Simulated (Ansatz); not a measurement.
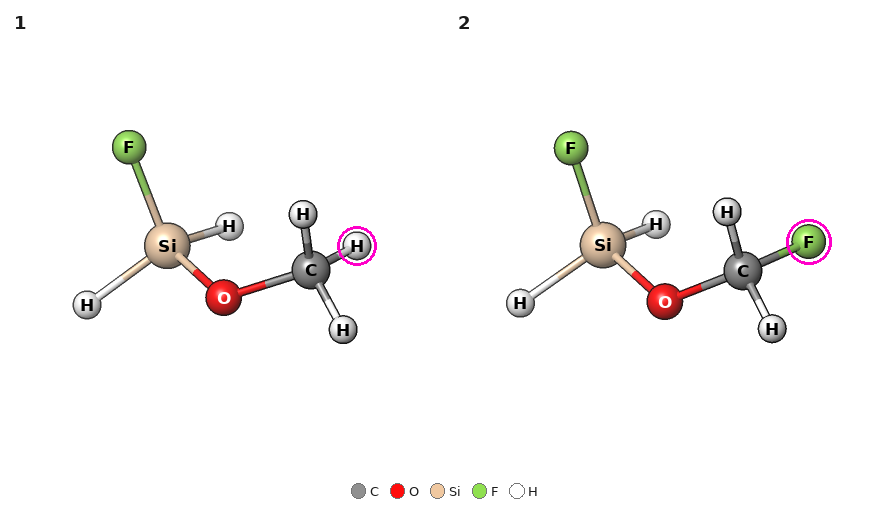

2 molecules with one skeleton, seen from the same side and at one scale; the atom that differs is circled. Charge 0, singlet. Computed geometries: PBE0-D4/def2-TZVP optimisations, one conformation each. Properties computed with Ansatz 0.2.0.

One atom differs, called X below: H in panel 1, F in panel 2. Their formulas are CH5FOSi (`CO[SiH2]F`), CH4F2OSi (`FCO[SiH2]F`).

### In which is the dipole moment larger (B3LYP-D4/def2-TZVPP)?

In panel 1 (X = H).

### In which is the length of X–C larger (PBE0-D4/def2-TZVP)?

In panel 2 (X = F).

Give the values. With PBE0-D4/def2-TZVP: length of X–C (Å), mean angle H–C–X (°). With ωB97M-V/def2-SVP: HOMO energy (Kohn–Sham orbital) (eV), HOMO–LUMO gap (eV). With B3LYP-D4/def2-TZVPP: dipole moment (D).

```tsv
quantity	1 (H)	2 (F)	2 − 1
length of X–C (Å)	1.096	1.375	+0.279
mean angle H–C–X (°)	108.7	107.5	−1.2
HOMO energy (Kohn–Sham orbital) (eV)	−11.04	−11.52	−0.48
HOMO–LUMO gap (eV)	14.36	14.52	+0.16
dipole moment (D)	1.60	1.05	−0.55
```
